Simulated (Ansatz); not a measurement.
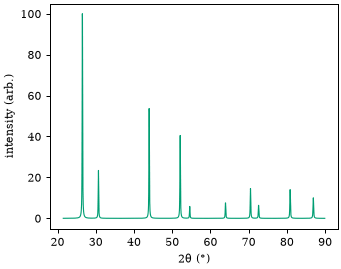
Figure. Simulated powder pattern, Cu Kα, λ = 1.54184 Å

The pattern belongs to a structure relaxed with DFT-PBEsol in the program Ansatz with PAW potentials.

**Question.** Which compound is it?
A. BP, zinc blende
B. Cr, bcc (W type)
C. P, black phosphorus
D. CdS, zinc blende

**Answer.** D, CdS, zinc blende

Space group F-43m (zinc blende). The PBEsol relaxation kept the symmetry of its start.

Potentials: the later of the program's two PAW sets.
